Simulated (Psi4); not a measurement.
# B2NH3F (SMILES [BH]NBF): UB2PLYP/6-311+G(d,p) (density fitting for correlation)

Aim: the vertical ionisation energy of B2NH3F at UB2PLYP/6-311+G** (density fitting for correlation), from 2 runs. 

The calculation is run with Psi4 1.11.

1 further run of the same task is left out (set aside as unsound or not needed).

### 1 The structure to begin with

B2NH3F has 7 atoms, charge 0, and is taken as a doublet. SMILES: `[BH]NBF`. The shape is that of a GFN2-xTB optimisation. This is one conformer, not always the lowest.

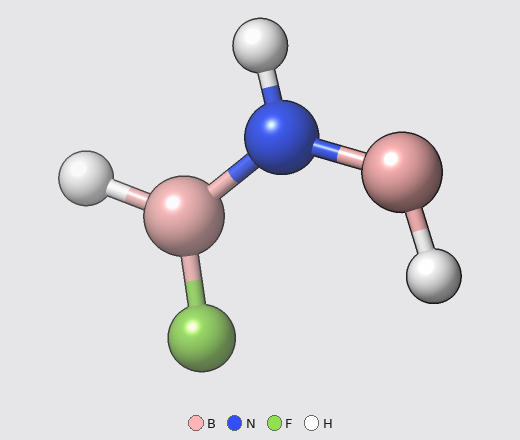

The structure, seen from a chosen angle (boron pink, nitrogen blue, fluorine green, hydrogen white).

### 2 A single-point energy at UB2PLYP/6-311+G(d,p) (density fitting for correlation)

job.py

```python
import psi4

psi4.set_memory(1600000000)
psi4.set_num_threads(1)
psi4.core.set_output_file('output.dat', False)

geom = psi4.geometry("""
0 2
B     -2.15009259     2.06741707    -0.37214377
N     -0.01617606     0.96708624     0.77078149
B      1.21343094    -1.30954241     0.09442961
F      0.34884344    -2.65436601    -1.82547544
H     -3.15786464     1.14266070    -2.09799284
H      0.76819257     1.87177373     2.26256909
H      2.99368523    -2.08502932     1.16785075
units au
symmetry c1
no_reorient
no_com
""")

options = {'reference': 'uks', 'puream': True, 'e_convergence': 1e-09, 'd_convergence': 1e-08, 'scf_type': 'pk', 'dft_radial_points': 99, 'dft_spherical_points': 590, 'num_frozen_docc': 4, 'maxiter': 200}
psi4.set_options(options)

e_tot = psi4.energy('b2plyp/6-311+G**')
print(f'total energy {e_tot:.8f} hartree = {e_tot * 27.211386:.5f} eV')
for k, v in sorted(psi4.core.scalar_variables().items()):
    print(f'{k:45s} {v:18.10f}')
```

Run with:

```
python job.py
```

output.dat, cut to the lines that bear on the results:

```text
[...]
  Running in c1 symmetry.
[...]
  Nuclear repulsion =   93.319927877878683
[...]
  Multiplicity = 2
[...]
  Nalpha       = 15
  Nbeta        = 14
[...]
    Number of basis functions: 106
[...]
   @UKS iter   1:  -205.64976979295523   -7.38598e-01   6.74179e-03 DIIS/ADIIS
[...]
   @UKS iter  13:  -205.85020919074967   -3.72324e-12   2.81384e-09 DIIS
[...]
   @S^2 Observed:                7.521641185E-01
[...]
    Orbital Energies [Eh]
    ---------------------
    Alpha Occupied:
       1A    -25.361884     2A    -14.853707     3A     -7.175498
       4A     -7.138433     5A     -1.384804     6A     -1.025228
       7A     -0.668171     8A     -0.644599     9A     -0.599847
      10A     -0.552769    11A     -0.544640    12A     -0.484013
      13A     -0.435183    14A     -0.402958    15A     -0.263550
    Alpha Virtual:
      16A     -0.003192    17A      0.020793    18A      0.036488
      19A      0.044655    20A      0.050188    21A      0.066922
      22A      0.075221    23A      0.097667    24A      0.114833
      25A      0.124168    26A      0.137481    27A      0.181652
[...]
  @UKS Final Energy:  -205.85020919074967
   => Energetics <=
    Nuclear Repulsion Energy =             93.3199278778786834
    One-Electron Energy =                -466.4031511400399381
    Two-Electron Energy =                 180.0124003318151722
    DFT Exchange-Correlation Energy =     -12.7793862604035873
    Empirical Dispersion Energy =           0.0000000000000000
    VV10 Nonlocal Energy =                  0.0000000000000000
    Total Energy =                       -205.8502091907496663
[...]
 Multipole Moments:
 ------------------------------------------------------------------------------------
     Multipole            Electronic (a.u.)      Nuclear  (a.u.)        Total (a.u.)
 ------------------------------------------------------------------------------------
 L = 1.  Multiply by 2.5417464519 to convert [e a0] to [Debye]
 Dipole X            :          1.4825112           -1.0529365            0.4295747
 Dipole Y            :         12.6346767          -12.4009120            0.2337647
 Dipole Z            :         11.6912313          -11.0899523            0.6012790
 Magnitude           :                                                    0.7750592
[...]
```

On the terminal:

```text
total energy -206.02471517 hartree = -5606.21805 eV
B2PLYP DOUBLE-HYBRID CORRECTION ENERGY             -0.1745059761
B2PLYP TOTAL ENERGY                              -206.0247151669
CURRENT ENERGY                                   -206.0247151669
CURRENT REFERENCE ENERGY                         -205.8502091907
DD SOLVATION ENERGY                                 0.0000000000
DFT FUNCTIONAL TOTAL ENERGY                      -205.8502091907
DFT TOTAL ENERGY                                 -206.0247151669
DFT VV10 ENERGY                                     0.0000000000
DFT XC ENERGY                                     -12.7793862604
DOUBLE-HYBRID CORRECTION ENERGY                    -0.1745059761
GRID ELECTRONS ALPHA                               14.9999998710
GRID ELECTRONS BETA                                13.9999998966
GRID ELECTRONS TOTAL                               28.9999997676
NUCLEAR REPULSION ENERGY                           93.3199278779
ONE-ELECTRON ENERGY                              -466.4031511400
PCM POLARIZATION ENERGY                             0.0000000000
PE ENERGY                                           0.0000000000
SCF ITERATION ENERGY                             -205.8502091907
SCF ITERATIONS                                     13.0000000000
SCF TOTAL ENERGY                                 -205.8502091907
TWO-ELECTRON ENERGY                               180.0124003318
XC GRID RADIAL POINTS                              99.0000000000
XC GRID SPHERICAL POINTS                          590.0000000000
XC GRID TOTAL POINTS                           393217.0000000000
```

It took 32 s on 1 thread of Intel Xeon Platinum 8488C (Sapphire Rapids), shared host; peak memory 0.65 GiB.

### 3 The singlet cation

job.json

```json
{
  "schema_name": "qcschema_input",
  "schema_version": 1,
  "molecule": {
    "schema_name": "qcschema_molecule",
    "schema_version": 2,
    "symbols": ["B", "N", "B", "F", "H", "H", "H"],
    "geometry": [-2.15009259, 2.06741707, -0.37214377, -0.01617606, 0.96708624, 0.77078149, 1.21343094, -1.30954241, 0.09442961, 0.34884344, -2.65436601, -1.82547544, -3.15786464, 1.1426607, -2.09799284, 0.76819257, 1.87177373, 2.26256909, 2.99368523, -2.08502932, 1.16785075],
    "molecular_charge": 1,
    "molecular_multiplicity": 1,
    "fix_symmetry": "c1"
  },
  "driver": "energy",
  "model": {
    "method": "b2plyp",
    "basis": "6-311+G**"
  },
  "keywords": {
    "puream": true,
    "e_convergence": 1e-09,
    "d_convergence": 1e-08,
    "scf_type": "pk",
    "dft_radial_points": 99,
    "dft_spherical_points": 590,
    "num_frozen_docc": 4
  }
}
```

Run with:

```
psi4 --qcschema job.json -n 1 --memory 1600MB
```

stdout, cut to the lines that bear on the results:

```text
[...]
  Running in c1 symmetry.
[...]
  Nuclear repulsion =   93.319927877878683
[...]
  Multiplicity = 1
[...]
  Nalpha       = 14
  Nbeta        = 14
[...]
    Number of basis functions: 106
[...]
   @RKS iter   1:  -205.34273633387454   -4.31565e-01   6.59198e-03 DIIS/ADIIS
[...]
   @RKS iter  12:  -205.54014664811726   -2.50111e-12   1.29771e-09 DIIS
[...]
    Orbital Energies [Eh]
    ---------------------
    Doubly Occupied:
       1A    -25.551611     2A    -15.122980     3A     -7.516601
       4A     -7.391698     5A     -1.572938     6A     -1.288406
       7A     -0.907701     8A     -0.885777     9A     -0.808993
      10A     -0.771303    11A     -0.740981    12A     -0.736607
      13A     -0.658366    14A     -0.630836
[...]
  @RKS Final Energy:  -205.54014664811726
   => Energetics <=
    Nuclear Repulsion Energy =             93.3199278778786834
    One-Electron Energy =                -459.4635033582073902
    Two-Electron Energy =                 173.2298681717768716
    DFT Exchange-Correlation Energy =     -12.6264393395654242
    Empirical Dispersion Energy =           0.0000000000000000
    VV10 Nonlocal Energy =                  0.0000000000000000
    Total Energy =                       -205.5401466481172577
[...]
 Multipole Moments:
 ------------------------------------------------------------------------------------
     Multipole            Electronic (a.u.)      Nuclear  (a.u.)        Total (a.u.)
 ------------------------------------------------------------------------------------
 L = 1.  Multiply by 2.5417464519 to convert [e a0] to [Debye]
 Dipole X            :         -1.7403108            0.5969746           -1.1433362
 Dipole Y            :          1.1759181            1.3918205            2.5677387
 Dipole Z            :         -0.7030369            1.7016375            0.9986006
 Magnitude           :                                                    2.9829017
[...]
```

The result, in JSON:

```text
{
 "driver": "energy",
 "model": {
  "method": "b2plyp",
  "basis": "6-311+G**"
 },
 "success": true,
 "return_result": -205.71460321611306,
 "properties": {
  "calcinfo_nbasis": 106,
  "calcinfo_nmo": 106,
  "calcinfo_nalpha": 14,
  "calcinfo_nbeta": 14,
  "calcinfo_natom": 7,
  "nuclear_repulsion_energy": 93.31992787787868,
  "return_energy": -205.71460321611306,
  "scf_one_electron_energy": -459.4635033582074,
  "scf_two_electron_energy": 173.22986817177687,
  "scf_xc_energy": -12.626439339565424,
  "scf_dipole_moment": [-1.1433362082503313, 2.567738677966431, 0.9986006352441265],
  "scf_total_energy": -205.54014664811726,
  "scf_iterations": 12
 }
}
```

Run time: 20 s. Hardware: 1 thread of Intel Xeon Platinum 8488C (Sapphire Rapids), shared host; peak memory 0.64 GiB.

### 4 What came out

At UB2PLYP/6-311+G** (density fitting for correlation), 4 core orbitals frozen:

| quantity | value |
| --- | --- |
| doublet B2NH3F: total energy | -206.02472 Eh |
| doublet B2NH3F: HOMO energy (SCF part's orbitals) (highest over α and β) | -7.17 eV |
| doublet B2NH3F: LUMO energy (SCF part's orbitals) (lowest over α and β) | -0.18 eV |
| doublet B2NH3F: ⟨S²⟩ | 0.752 |
| singlet cation: total energy | -205.71460 Eh |
| singlet cation: HOMO energy (SCF part's orbitals) | -17.17 eV |
| singlet cation: LUMO energy (SCF part's orbitals) | -9.49 eV |
| singlet cation: HOMO–LUMO gap (SCF part's orbitals) | 7.67 eV |
| vertical ionisation energy (to the singlet cation) | 8.439 eV |

What this shows: The vertical ionisation energy comes to 8.44 eV (814 kJ/mol). Only the singlet of the ionised species was computed; a triplet could lie lower.
